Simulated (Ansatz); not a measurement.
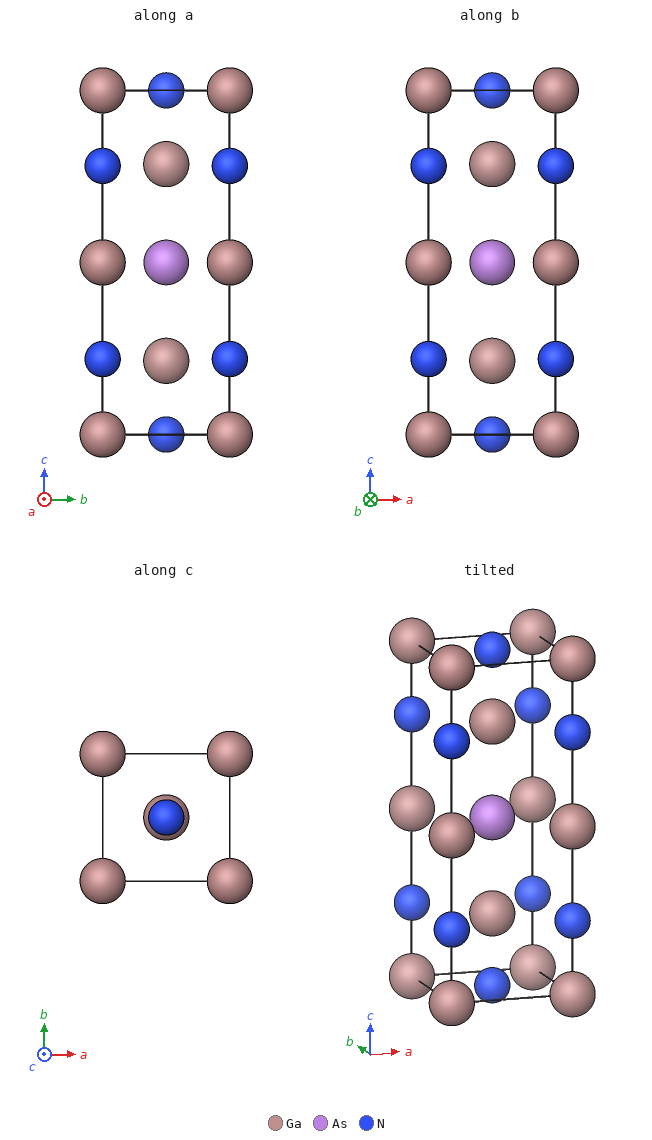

We look at a spheres-only model of the crystal along the a axis, along the b axis, along the c axis and slightly off an axis. The lines enclose the conventional unit cell; boundary atoms appear with their images.

Lattice parameters: a = 3.3495 Å, b = 3.3495 Å, c = 9.0629 Å, α = 90.000°, β = 90.000°, γ = 90.000°.

Q: Write down what is shown as a CIF with its space group and independent sites, with free fractional coordinates to two decimals.

A:
```cif
data_structure
_symmetry_space_group_name_H-M 'P 4/m m m'
_symmetry_Int_Tables_number 123
_cell_length_a 3.3495
_cell_length_b 3.3495
_cell_length_c 9.0629
_cell_angle_alpha 90.000
_cell_angle_beta 90.000
_cell_angle_gamma 90.000
_cell_volume 101.68
loop_
_atom_site_label
_atom_site_type_symbol
_atom_site_symmetry_multiplicity
_atom_site_Wyckoff_symbol
_atom_site_fract_x
_atom_site_fract_y
_atom_site_fract_z
_atom_site_occupancy
Ga1 Ga 1 a 0.00 0.00 0.00 1
Ga2 Ga 2 h 0.50 0.50 0.21 1
Ga3 Ga 1 b 0.00 0.00 0.50 1
As1 As 1 d 0.50 0.50 0.50 1
N1 N 2 g 0.00 0.00 0.78 1
N2 N 1 c 0.50 0.50 0.00 1
```

The cell started as a structure type filled with these elements by a generator (whether the compound takes this form wasn't checked). Earlier steps of the study may have refined or changed the cell and positions. A calculation with Ansatz used it as input.
